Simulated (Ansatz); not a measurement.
# GaCNCl2 (SMILES N#[C][Ga]([Cl])[Cl]) at HF/STO-3G

What is the energy change on altering one bond length of GaCNCl2 at HF/STO-3G? 

The calculation is run with Ansatz 0.2.0.

74 further runs of the same task are left out: 1 that didn't finish, 73 set aside as unsound or not needed. Runs told in other sessions of the task aren't counted.

### Step 1. The molecule

GaCNCl2 has 5 atoms, charge 0, and is taken as a singlet. SMILES: `N#[C][Ga]([Cl])[Cl]`. The shape is that of a PBE0-D4/def2-TZVP optimisation.

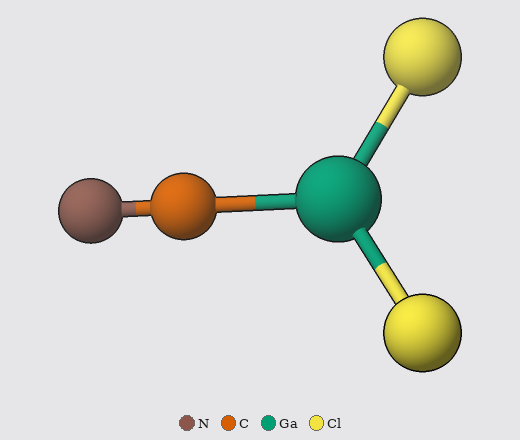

The structure, seen from a chosen angle (nitrogen brown, carbon orange, gallium teal, chlorine yellow).

### Step 2. A single-point energy at HF/STO-3G

Contents of in.yaml:

```yaml
crystal:
  periodic: [false, false, false]
  atoms:
    - {symbol: "N", position_ang: [0.909600, -1.318100, 1.914000]}
    - {symbol: C, position_ang: [0.493500, -0.715000, 1.025200]}
    - {symbol: Ga, position_ang: [-0.199400, 0.288700, -0.455700]}
    - {symbol: Cl, position_ang: [-1.735500, -0.526200, -1.643200]}
    - {symbol: Cl, position_ang: [0.581700, 2.197000, -0.881800]}
basis:
  gaussian: {orbitals: STO-3G}
accuracy: high
output: {orbitals: {seedname: orbitals}}
hamiltonian: {xc: hf}
```

On the command line:

```sh
$ ansatz run in.yaml --threads 1 --pin off --max-ram 3480MiB --events-out events.jsonl --progress --plain --runs-dir runs
```

What it wrote:

```text
Warning: RAYON_NUM_THREADS=1 ignored (pool sized by the plan → 1); use --threads N
Functional definition: HF
  name "HF"
  exchange = exact_x
  correlation = 0
815 factors; integrals over basis functions are off by at most 1.1e-8 eV
mean field evaluation 1: about -78944.3891 eV, gradient 3.7e1 eV
mean field evaluation 2: about -78944.4350 eV, gradient 3.7e1 eV
mean field evaluation 4: about -78949.0592 eV, gradient 2.8e0 eV
mean field evaluation 8: about -78949.1154 eV, gradient 1.1e-3 eV
mean field -78949.11346458 eV, -2901.3264061922 hartree, gradient 5.2e-8 eV, S^2 0.000000; 0 other end points of the search recorded, 0 dependent functions left out
reference -78949.11346458 eV, -2901.3264061922 hartree; 39, 39 occupied and 7, 7 virtual orbitals, 815 factors
Total energy: -78949.11346458 eV, -2901.3264061922 hartree
```

It took 0.83 s on 1 thread of Intel Xeon Platinum 8375C at 2.90GHz (Ice Lake), shared host; peak memory 0.14 GiB.

### Step 3. The distorted shape at the same level

Contents of input.yaml:

```yaml
crystal:
  periodic: [false, false, false]
  atoms:
    - symbol: "N"
      position_ang: [1.117458, -1.619193, 2.358245]
    - symbol: C
      position_ang: [0.701358, -1.016093, 1.469445]
    - symbol: Ga
      position_ang: [-0.199400, 0.288700, -0.455700]
    - symbol: Cl
      position_ang: [-1.735500, -0.526200, -1.643200]
    - symbol: Cl
      position_ang: [0.581700, 2.197000, -0.881800]
basis:
  gaussian:
    orbitals: STO-3G
hamiltonian:
  xc: hf
accuracy: high
output: {orbitals: {seedname: orbitals}}
```

On the command line:

```sh
$ ansatz run input.yaml --threads 1 --pin off --max-ram 3480MiB --events-out events.jsonl --progress --plain --runs-dir runs
```

What it wrote:

```text
Warning: RAYON_NUM_THREADS=1 ignored (pool sized by the plan → 1); use --threads N
[... 4 set-up lines as earlier in the session ...]
791 factors; integrals over basis functions are off by at most 1.2e-8 eV
mean field evaluation 1: about -78941.9244 eV, gradient 3.5e1 eV
mean field evaluation 2: about -78941.9678 eV, gradient 3.5e1 eV
mean field evaluation 4: about -78946.5138 eV, gradient 4.2e0 eV
mean field evaluation 8: about -78946.6257 eV, gradient 5.4e-2 eV
mean field -78946.62264025 eV, -2901.2348700864 hartree, gradient 1.3e-8 eV, S^2 0.000000; 0 other end points of the search recorded, 0 dependent functions left out
reference -78946.62264025 eV, -2901.2348700864 hartree; 39, 39 occupied and 7, 7 virtual orbitals, 791 factors
Total energy: -78946.62264025 eV, -2901.2348700864 hartree
```

Run time: 0.81 s. Hardware: 1 thread of Intel Xeon Platinum 8375C at 2.90GHz (Ice Lake), shared host; peak memory 0.14 GiB.

### Step 4. Summary of results

At HF/STO-3G:

| quantity | value |
| --- | --- |
| first shape: total energy | -2901.32641 Eh |
| first shape: HOMO energy | -10.46 eV |
| first shape: LUMO energy | 2.63 eV |
| first shape: HOMO–LUMO gap | 13.10 eV |
| distorted shape: total energy | -2901.23487 Eh |
| distorted shape: HOMO energy | -10.18 eV |
| distorted shape: LUMO energy | 2.55 eV |
| distorted shape: HOMO–LUMO gap | 12.73 eV |
| energy change with the C2–Ga3 bond stretched from 1.918 to 2.494 Å | 2.491 eV |

In words: With the C2–Ga3 bond stretched from 1.918 to 2.494 Å the energy rises by 2.49 eV (57 kcal/mol). The first shape isn't relaxed at this level, so the change isn't measured from a minimum. The minimal basis adds a large error of its own.
